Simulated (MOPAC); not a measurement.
Frequency calculation, with input and output: C2H4FNOSi (part 2 of 3)

Continued. System: C2H4FNOSi, SMILES C[SiH](F)N=C=O. Method: PM6-D3H4, closed shell, dispersion D3H4 (MOPAC 23.2.5). The geometry was optimised with PM6-D3H4.

Geometry of the input (Å):
```
C  -1.2858  -0.6666  0.6235
Si 0.2420  -0.5885  -0.3876
F  1.2716  -1.6399  0.1994
N  0.9437  0.9690  -0.4105
C  1.5745  2.0065  -0.3017
O  2.1515  3.0283  -0.2274
H  -1.1073  -0.3850  1.6887
H  -1.6828  -1.7153  0.5817
H  -2.0302  0.0385  0.1688
H  0.0198  -1.0094  -1.7500
```

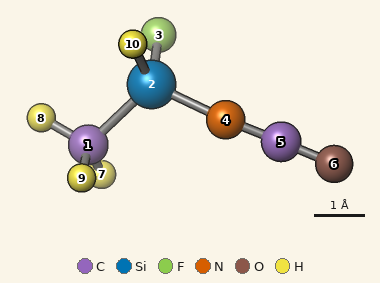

*The input geometry (ball-and-stick view, seen at a tilt; atoms are numbered from 1 in the order of the input).*

The program's output, continued:
```
           1    0.0015   -0.0021    0.0008    0.0004   -0.0045    0.0000   -0.0016   -0.0194
           2    0.0181   -0.0467    0.0028   -0.0007    0.0010   -0.0417    0.0293    0.0011
           3   -0.0475   -0.0177    0.0032    0.0013    0.0023   -0.0314   -0.0388   -0.0019
           4   -0.0001    0.0003    0.0216   -0.0122    0.0029    0.0001    0.0004   -0.0022
           5   -0.0004    0.0013   -0.0297    0.0140   -0.0015   -0.0006    0.0004    0.0000
           6    0.0009    0.0005   -0.0416   -0.0287   -0.0045   -0.0005   -0.0006    0.0001
           7   -0.0000    0.0002    0.0011   -0.0003   -0.0004    0.0001   -0.0000    0.0001
           8    0.0003   -0.0006    0.0019   -0.0007    0.0014   -0.0001    0.0000    0.0002
           9   -0.0002   -0.0001   -0.0004   -0.0002    0.0010   -0.0000   -0.0000   -0.0000
          10   -0.0009   -0.0010   -0.1860   -0.0004    0.0906   -0.0000   -0.0000    0.0004
          11    0.0003   -0.0002    0.1719    0.0005   -0.0781   -0.0001    0.0001   -0.0004
          12    0.0002    0.0004    0.3719    0.0005   -0.1811   -0.0002   -0.0001   -0.0009
          13    0.0003    0.0003   -0.0190    0.0006   -0.2116   -0.0001    0.0000   -0.0005
          14    0.0000    0.0003    0.0348   -0.0008    0.1877    0.0001   -0.0000    0.0005
          15    0.0002    0.0002    0.0397   -0.0012    0.4254    0.0002    0.0001    0.0012
          16    0.0003    0.0003    0.1398   -0.0002    0.0778    0.0000    0.0000    0.0002
          17   -0.0003   -0.0004   -0.1291    0.0002   -0.0723   -0.0000    0.0000   -0.0002
          18   -0.0007   -0.0007   -0.2821    0.0003   -0.1566   -0.0001   -0.0000   -0.0004
          19    0.1133   -0.0091   -0.0051    0.0028    0.0050    0.0324    0.1795    0.1216
          20    0.0768    0.3881   -0.0161    0.0029    0.0076   -0.0667   -0.1805   -0.1536
          21   -0.0273    0.2087   -0.0006   -0.0055   -0.0173    0.0463    0.3575    0.2936
          22   -0.0793   -0.1055   -0.0298   -0.0042    0.0033   -0.1623   -0.0646    0.0856
          23   -0.3309    0.1958   -0.0065    0.0011    0.0065    0.2216    0.1194   -0.1558
          24    0.1632   -0.1740   -0.0123    0.0002    0.0118    0.3846    0.1323   -0.2549
          25   -0.0510    0.1325    0.0027   -0.0044    0.0042    0.1279   -0.1065    0.0817
          26    0.0437   -0.0460    0.0042   -0.0012   -0.0171    0.3612   -0.3018    0.2973
          27    0.4164    0.1695   -0.0174   -0.0009    0.0002   -0.0424   -0.0106   -0.0166
          28    0.0068   -0.0003   -0.0073    0.3482   -0.0070    0.0002    0.0014    0.0013
          29    0.0011   -0.0022    0.0215   -0.3731    0.0023   -0.0009   -0.0001   -0.0011
          30   -0.0009   -0.0010   -0.0068    0.7952    0.0178   -0.0001    0.0007    0.0020

           MASS-WEIGHTED COORDINATE ANALYSIS (NORMAL COORDINATES)

   Root No.       1         2         3         4         5         6         7         8

                 1 A       2 A       3 A       4 A       5 A       6 A       7 A       8 A

                  72.4      88.5     118.6     225.4     263.5     302.5     496.8     507.9

           1   -0.0793    0.0080   -0.0095    0.0087   -0.2261    0.1560   -0.0082    0.0449
           2    0.1866    0.0232   -0.0199   -0.4297   -0.0834    0.1059    0.0026    0.0173
           3    0.3778   -0.2591    0.0080   -0.2239    0.1316   -0.1495    0.0192   -0.0281
           4   -0.1270    0.0161   -0.0151    0.0060   -0.3352    0.2337   -0.0056    0.0313
           5   -0.0960   -0.0510   -0.0038    0.2254   -0.0760   -0.3060    0.0063   -0.0106
           6   -0.0354    0.1866   -0.0298    0.0952    0.0338    0.4550    0.0119   -0.0880
           7    0.1723    0.0611    0.0499    0.4804    0.3452   -0.2255   -0.0121   -0.0325
           8   -0.1663   -0.0532   -0.0267    0.0421   -0.2811   -0.1384    0.0068   -0.0246
           9   -0.3791   -0.3443    0.1641   -0.0447   -0.3082   -0.3118    0.0013    0.0284
          10   -0.4051    0.2153   -0.0580   -0.4277    0.3895   -0.2016   -0.3122   -0.0813
          11   -0.2498   -0.3909    0.1008    0.0487    0.4695    0.3553   -0.0040   -0.3450
          12   -0.0761    0.4434   -0.1086   -0.0543    0.0453   -0.1795   -0.1674    0.1325
          13    0.0256   -0.0324   -0.0064   -0.1718    0.1287   -0.0864    0.7597    0.1401
          14    0.0348    0.0284    0.0197    0.0604    0.1996    0.1683   -0.0225    0.7843
          15    0.0168    0.1318   -0.0458    0.0636    0.0340   -0.0353    0.3737   -0.2307
          16    0.4168   -0.2539    0.0363    0.0059   -0.1319    0.0096   -0.3406   -0.1020
          17    0.2995    0.4183   -0.0427    0.0620   -0.1013   -0.0660    0.0016   -0.3205
          18    0.0937   -0.1300   -0.0019    0.1822    0.0525    0.1348   -0.1891    0.1803
          19   -0.0645    0.0624   -0.0087    0.0001   -0.1288    0.2691    0.0405   -0.0501
          20    0.0461   -0.0915   -0.5035   -0.1602   -0.0298    0.0811    0.0014   -0.0110
          21    0.1247   -0.1545   -0.2552   -0.0824    0.0678   -0.1319   -0.0179    0.0174
          22    0.0583   -0.0521   -0.0385   -0.1652   -0.0265   -0.0500   -0.0415    0.0504
          23    0.0912    0.1090    0.4569   -0.2275   -0.0344    0.0819   -0.0007   -0.0021
          24    0.1183   -0.1596   -0.2993   -0.0741    0.0623   -0.1170   -0.0126    0.0133
          25   -0.0600   -0.0082    0.0391    0.1768   -0.0438   -0.0967   -0.0069    0.0453
          26    0.0682    0.0150    0.0079   -0.1906   -0.0314    0.0794    0.0011   -0.0074
          27    0.1586    0.0220    0.5619   -0.1429    0.0562   -0.1015   -0.0152    0.0132
          28    0.0233   -0.0596   -0.0024    0.0042   -0.1203    0.0962    0.0169    0.0008
          29   -0.0033    0.0806   -0.0303    0.0517   -0.0311   -0.0344    0.0124   -0.0213
          30   -0.0209    0.1059   -0.0197    0.0208    0.0237    0.0722   -0.0013   -0.0214

   Root No.       9        10        11        12        13        14        15        16

                 9 A      10 A      11 A      12 A      13 A      14 A      15 A      16 A

                 563.3     614.9     634.3     697.8     781.2     866.3     885.3    1275.3

           1   -0.3016    0.0769   -0.0026    0.0013   -0.5001   -0.2066   -0.3354    0.4947
           2   -0.0314    0.3563   -0.0476   -0.1044    0.0973    0.1106   -0.1145    0.0010
           3    0.1964    0.0154   -0.2667   -0.0320   -0.1968    0.1159    0.0739   -0.0069
           4   -0.1405    0.0063   -0.0185    0.0154    0.3102    0.2763    0.5005   -0.0520
           5    0.0470    0.1726   -0.1294    0.3527   -0.0499   -0.4400    0.3158   -0.0006
           6    0.3948    0.2021    0.3358    0.0377    0.1053   -0.3170   -0.0313    0.0009
           7    0.1413   -0.1686    0.0607   -0.0853    0.0093    0.0521   -0.1049   -0.0018
           8    0.3084   -0.2886    0.2854   -0.4795   -0.0236    0.2023   -0.2105    0.0015
           9    0.0144   -0.0335   -0.0294    0.0939    0.0024    0.0588   -0.0450    0.0001
          10    0.1163    0.0258   -0.0748   -0.0133    0.0117   -0.0210   -0.0345    0.0007
          11   -0.2179   -0.0284   -0.0223   -0.0132    0.0100    0.0803   -0.0216   -0.0039
          12   -0.1284   -0.0723   -0.1282   -0.0530    0.0104   -0.0165    0.0002   -0.0098
          13    0.0988    0.0339    0.0480    0.0134    0.0058   -0.0405   -0.0063   -0.0033
          14   -0.0010   -0.0486   -0.0315    0.0019   -0.0059    0.0388   -0.0013    0.0019
          15   -0.2804   -0.0837   -0.0937   -0.0722    0.0239    0.0511    0.0009    0.0079
          16    0.1684    0.0675    0.0720    0.0506   -0.0129   -0.0725   -0.0016    0.0001
          17   -0.1919   -0.0550   -0.0691   -0.0477    0.0124    0.0635    0.0084    0.0004
          18   -0.3061   -0.1295   -0.1369   -0.0827    0.0177    0.1578    0.0127   -0.0000
          19    0.2212   -0.2374   -0.4095    0.0420   -0.4621   -0.0300   -0.0075   -0.4722
          20    0.0218   -0.1138   -0.0214    0.0402   -0.0464   -0.0157    0.0068   -0.0848
          21   -0.0907    0.0316    0.1417    0.0045    0.0810   -0.0022    0.0028    0.1928
          22   -0.3785   -0.2928    0.4743    0.1545   -0.0349   -0.2799   -0.1008   -0.4706
          23   -0.0165   -0.1313    0.0417    0.0480   -0.0141   -0.0466   -0.0013   -0.0742
          24   -0.0753    0.0029    0.1141    0.0160    0.0099   -0.0310   -0.0121   -0.1535
          25   -0.1605    0.6431   -0.0279   -0.2074   -0.0402    0.0867   -0.2723   -0.4571
          26    0.0148   -0.1395    0.0049    0.0543    0.0008   -0.0225    0.0454    0.1581
          27   -0.0682   -0.0270    0.1009    0.0144    0.0166   -0.0170    0.0104   -0.0131
          28    0.0421   -0.1618   -0.3675    0.0970    0.5735   -0.2415   -0.4916   -0.0170
          29    0.0818   -0.0107    0.0505    0.6709    0.0240    0.4608   -0.3571    0.0000
          30    0.0760    0.0917    0.2664    0.2455   -0.1859    0.3247    0.0498    0.0014

   Root No.      17        18        19        20        21        22        23        24

                17 A      18 A      19 A      20 A      21 A      22 A      23 A      24 A

                1307.2    1314.7    1484.0    2177.1    2266.3    2643.0    2650.5    2806.4

           1    0.0087   -0.0121    0.0013    0.0014   -0.0074    0.0001   -0.0093   -0.1184
           2    0.1027   -0.2714    0.0044   -0.0026    0.0017   -0.2242    0.1690    0.0065
           3   -0.2694   -0.1029    0.0051    0.0048    0.0038   -0.1688   -0.2234   -0.0114
           4   -0.0012    0.0025    0.0521   -0.0669    0.0075    0.0004    0.0033   -0.0208
           5   -0.0038    0.0117   -0.0717    0.0767   -0.0038   -0.0048    0.0040    0.0000
           6    0.0076    0.0041   -0.1004   -0.1576   -0.0115   -0.0038   -0.0053    0.0007
           7   -0.0002    0.0016    0.0023   -0.0013   -0.0007    0.0004   -0.0003    0.0005
           8    0.0022   -0.0044    0.0038   -0.0030    0.0029   -0.0005    0.0000    0.0012
           9   -0.0013   -0.0005   -0.0009   -0.0007    0.0022   -0.0002   -0.0002   -0.0001
          10   -0.0054   -0.0061   -0.3172   -0.0016    0.1622   -0.0002   -0.0001    0.0029
          11    0.0019   -0.0010    0.2933    0.0020   -0.1399   -0.0008    0.0005   -0.0027
          12    0.0011    0.0022    0.6344    0.0020   -0.3242   -0.0011   -0.0003   -0.0058
          13    0.0017    0.0019   -0.0300    0.0021   -0.3508   -0.0005    0.0000   -0.0032
          14    0.0002    0.0015    0.0549   -0.0027    0.3111    0.0007   -0.0003    0.0032
          15    0.0013    0.0013    0.0627   -0.0043    0.7053    0.0013    0.0004    0.0075
          16    0.0019    0.0020    0.2547   -0.0008    0.1489    0.0002    0.0000    0.0012
          17   -0.0020   -0.0025   -0.2353    0.0010   -0.1383   -0.0002    0.0000   -0.0012
          18   -0.0047   -0.0049   -0.5142    0.0014   -0.2996   -0.0004   -0.0001   -0.0027
          19    0.1861   -0.0153   -0.0023    0.0029    0.0024    0.0505    0.2994    0.2145
          20    0.1262    0.6539   -0.0074    0.0030    0.0037   -0.1038   -0.3011   -0.2710
          21   -0.0448    0.3517   -0.0003   -0.0057   -0.0083    0.0721    0.5964    0.5181
          22   -0.1302   -0.1778   -0.0137   -0.0044    0.0016   -0.2528   -0.1078    0.1510
          23   -0.5434    0.3299   -0.0030    0.0011    0.0031    0.3452    0.1992   -0.2750
          24    0.2681   -0.2932   -0.0056    0.0002    0.0057    0.5992    0.2208   -0.4497
          25   -0.0837    0.2233    0.0013   -0.0045    0.0020    0.1992   -0.1776    0.1442
          26    0.0718   -0.0775    0.0019   -0.0012   -0.0082    0.5626   -0.5035    0.5245
          27    0.6839    0.2855   -0.0080   -0.0009    0.0001   -0.0661   -0.0177   -0.0294
          28    0.0112   -0.0005   -0.0033    0.3619   -0.0033    0.0002    0.0024    0.0023
          29    0.0018   -0.0037    0.0098   -0.3878    0.0011   -0.0013   -0.0002   -0.0020
          30   -0.0015   -0.0016   -0.0031    0.8266    0.0085   -0.0001    0.0012    0.0035

          DESCRIPTION OF VIBRATIONS

 VIBRATION          1    1A           ATOM PAIR      ENERGY CONTRIBUTION    RADIAL
 FREQUENCY            72.36         C  1 -- Si 2         +26.3% (537.1%)      0.9%
 TRANSITION DIPOLE   0.1775         C  1 -- H  9         +22.7% (499.4%)     14.7%
 TRAVEL (Ang.)       0.5450         C  1 -- H  7         +21.6% (487.2%)     23.7%
 REDUCED MASS        3.1368         C  1 -- H  8         +17.0% (432.3%)     94.7%
 EFFECTIVE MASS    176.0128
 FORCE CONSTANT      0.0097

 VIBRATION          2    2A           ATOM PAIR      ENERGY CONTRIBUTION    RADIAL
 FREQUENCY            88.47         C  1 -- Si 2         +15.3% (300.3%)      0.0%
 TRANSITION DIPOLE   0.0911         N  4 -- C  5         +14.6% (293.3%)      0.1%
 TRAVEL (Ang.)       0.4573         Si 2 -- N  4         +13.9% (286.4%)      0.8%
 REDUCED MASS        3.6443         C  1 -- H  8         +13.1% (278.2%)     96.6%
 EFFECTIVE MASS     86.3267         C  1 -- H  7         +12.6% (272.3%)     89.5%
 FORCE CONSTANT      0.0168         C  1 -- H  9         +12.2% (267.9%)      0.9%
                            C  5 -- O  6         +11.0% (254.6%)      0.2%

 VIBRATION          3    3A           ATOM PAIR      ENERGY CONTRIBUTION    RADIAL
 FREQUENCY           118.62         C  1 -- H  7         +33.6% (473.6%)      0.0%
 TRANSITION DIPOLE   0.0212         C  1 -- H  9         +32.9% (468.5%)      0.1%
 TRAVEL (Ang.)       0.0000         C  1 -- H  8         +32.2% (463.3%)      0.0%
 REDUCED MASS        0.3210         Si 2 -- N  4          +0.4% ( 49.1%)      0.2%
 EFFECTIVE MASS      2.9296
 FORCE CONSTANT      0.0027

 VIBRATION          4    4A           ATOM PAIR      ENERGY CONTRIBUTION    RADIAL
 FREQUENCY           225.37         C  1 -- Si 2         +22.7% (209.5%)      0.0%
 TRANSITION DIPOLE   0.1228         C  1 -- H  9         +18.3% (188.0%)     81.8%
 TRAVEL (Ang.)       0.3561         C  1 -- H  8         +18.0% (186.7%)     81.6%
 REDUCED MASS        2.3598         C  1 -- H  7         +17.3% (182.9%)      0.0%
 EFFECTIVE MASS     39.1897
 FORCE CONSTANT      0.0706

 VIBRATION          5    5A           ATOM PAIR      ENERGY CONTRIBUTION    RADIAL
 FREQUENCY           263.49         Si 2 -- N  4         +18.5% (108.7%)      0.0%
 TRANSITION DIPOLE   0.8927         C  1 -- Si 2         +13.8% ( 94.0%)     55.2%
 TRAVEL (Ang.)       0.2493         C  1 -- H  7         +13.1% ( 91.6%)      8.8%
 REDUCED MASS        4.1181         Si 2 -- F  3         +12.0% ( 87.5%)      0.0%
 EFFECTIVE MASS     24.1176         C  1 -- H  8         +11.6% ( 86.1%)     18.9%
 FORCE CONSTANT      0.1685         C  1 -- H  9         +10.8% ( 83.2%)     28.3%

 VIBRATION          6    6A           ATOM PAIR      ENERGY CONTRIBUTION    RADIAL
 FREQUENCY           302.50         C  1 -- Si 2         +20.4% (126.3%)      1.1%
 TRANSITION DIPOLE   0.6017         Si 2 -- N  4         +20.1% (125.6%)      0.0%
 TRAVEL (Ang.)       0.2176         Si 2 -- F  3         +16.2% (112.6%)      0.0%
 REDUCED MASS        4.7062         C  1 -- H  7         +12.8% (100.2%)     34.0%
 EFFECTIVE MASS     35.1431
 FORCE CONSTANT      0.2537

 VIBRATION          7    7A           ATOM PAIR      ENERGY CONTRIBUTION    RADIAL
 FREQUENCY           496.80         C  5 -- O  6         +50.0% ( 88.1%)      0.0%
 TRANSITION DIPOLE   2.1316         N  4 -- C  5         +46.4% ( 84.8%)      0.0%
 TRAVEL (Ang.)       0.1416         Si 2 -- N  4          +2.3% ( 18.8%)      0.5%
 REDUCED MASS        6.7691         C  1 -- H  7          +0.5% (  9.2%)      3.4%
 EFFECTIVE MASS     12.8028
 FORCE CONSTANT      0.9843

 VIBRATION          8    8A           ATOM PAIR      ENERGY CONTRIBUTION    RADIAL
 FREQUENCY           507.90         N  4 -- C  5         +45.5% ( 85.8%)      0.0%
 TRANSITION DIPOLE   2.1938         C  5 -- O  6         +45.4% ( 85.6%)      0.0%
 TRAVEL (Ang.)       0.1450         Si 2 -- N  4          +3.4% ( 23.5%)      1.7%
 REDUCED MASS        6.3130         C  1 -- H  7          +1.4% ( 15.2%)      1.4%
 EFFECTIVE MASS     13.0353
 FORCE CONSTANT      0.9595
```
